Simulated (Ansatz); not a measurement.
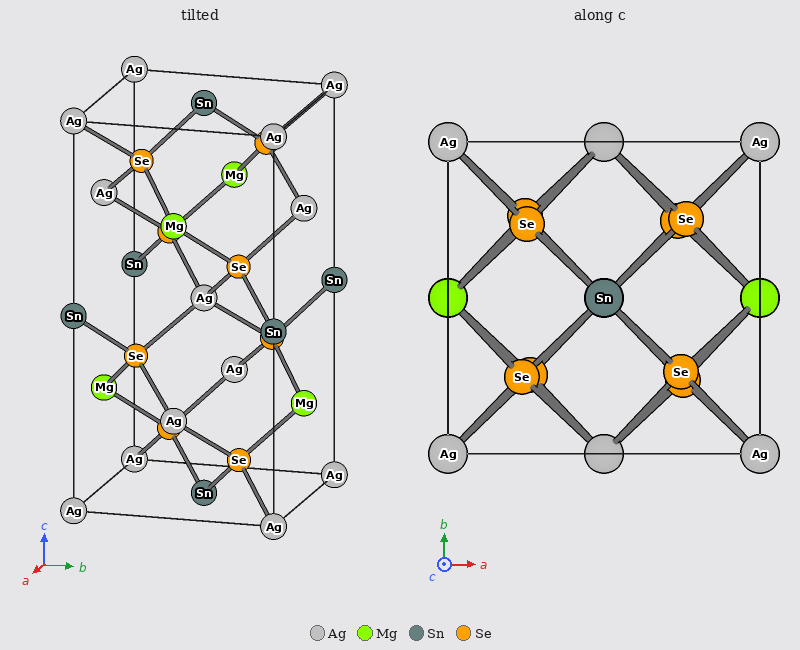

View slightly off an axis and along the c axis, drawn as a ball-and-stick model. Atoms at the boundary of the conventional unit cell (the box) are drawn once for each face, edge or corner they touch.

MgAg$_{2}$SnSe$_{4}$, space group I-4 (No. 82), a = 6.101 Å, b = 6.101 Å, c = 11.783 Å, α = 90.00°, β = 90.00°, γ = 90.00°. The starting point was a structure type filled with these elements by a generator (whether the compound takes this form wasn't checked). Earlier steps of the study may have refined or changed the cell and positions. An electronic-structure calculation with Ansatz was run on it.

This one geometry was computed with Ansatz (DFT, plane waves, PAW) at five levels of theory: HSE06, PBE0, PBE with spin-orbit coupling, r2SCAN and PBE. It was relaxed beforehand with r2SCAN.

Q: Which level gives the highest pressure at this volume, and what does that say about its equilibrium volume?

A: Highest: PBE with spin-orbit coupling (1.5 GPa) and PBE (1.5 GPa), which points to the largest equilibrium volume. Lowest, with the smallest volume: HSE06 (0.2 GPa), PBE0 (0.1 GPa) and r2SCAN (0.0 GPa). Levels within 0.5 GPa of each other can't be told apart.

Q: How does the band gap change with the level of theory?

A: PBE with spin-orbit coupling: a gap of 0.32 eV, direct; PBE: a gap of 0.36 eV, direct; r2SCAN: a gap of 0.76 eV, direct; HSE06: a gap of 1.30 eV, direct; PBE0: a gap of 1.91 eV, direct.

Q: Collect the results in a table.

A:
| level | cutoff (eV) | k-mesh of the run's cell | gap (eV) | pressure (GPa) |
| --- | --- | --- | --- | --- |
| HSE06 | 420 | 4×4×4 | 1.30 | 0.2 |
| PBE0 | 420 | 4×4×4 | 1.91 | 0.1 |
| PBE with spin-orbit coupling | 420 | 6×6×6 | 0.32 | 1.5 |
| r2SCAN | 500 | 6×6×6 | 0.76 | 0.0 |
| PBE | 420 | 6×6×6 | 0.36 | 1.5 |

Gaps are taken on the k-mesh or band path of each run.
